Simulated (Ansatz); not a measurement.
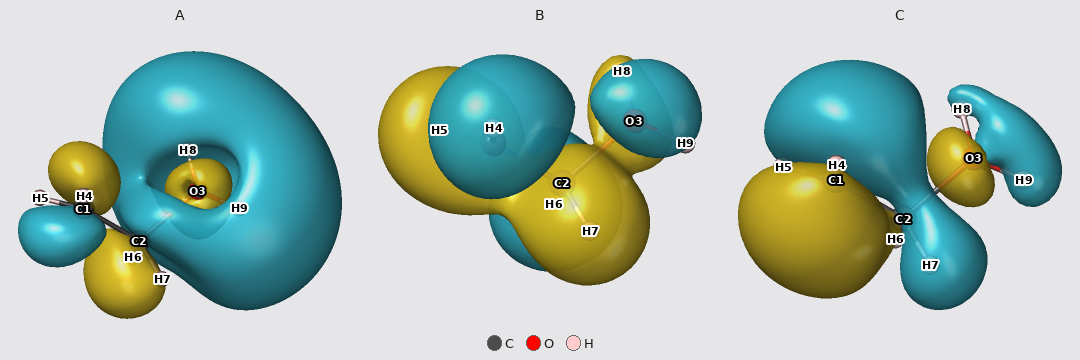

*C$_{2}$H$_{6}$O (SMILES [CH2]C[OH2+]) (charge +1, doublet). Three frontier orbitals at ±0.06 Å⁻³ᐟ² (yellow and cyan are the two phases), in no order.*

Geometry: PBE0-D3(BJ)/def2-SVP.

All numbers below come from isolated molecule in a Gaussian basis; Kohn-Sham density functional theory, functional PBE0 in Ansatz 0.2.0.

```
atom    x (Å)    y (Å)    z (Å)
   C  -0.4013   1.4993   1.5627
   C  -0.8411   0.1111   1.5419
   O  -0.1313  -0.6210   0.3391
   H   0.6248   1.7473   1.8464
   H  -1.0986   2.3069   1.3276
   H  -1.9147  -0.0393   1.3734
   H  -0.4696  -0.4943   2.3809
   H  -0.2652  -0.1891  -0.5275
   H  -0.3231  -1.5772   0.2657
```

Which picture is the HOMO−1, the HOMO and the LUMO? All are α orbitals.

B is the HOMO−1 (α) (−16.14 eV). Its weight (Hirshfeld) is mainly on C1 (about 25 %), C2 (about 20 %), H6 (about 15 %), H4 (about 15 %), O3 (about 10 %) and H5 (about 10 %). C is the HOMO (α) (−12.80 eV). Its weight (Hirshfeld) is mainly on C1 (about 65 %), C2 (about 15 %) and O3 (about 5 %). A is the LUMO (α) (−5.71 eV). It lies mainly on H9 (about 30 %), H8 (about 25 %), O3 (about 15 %), C2 (about 10 %) and C1 (about 5 %).

What is the gap between the highest occupied and lowest empty α orbitals?

7.09 eV between the orbital energies.
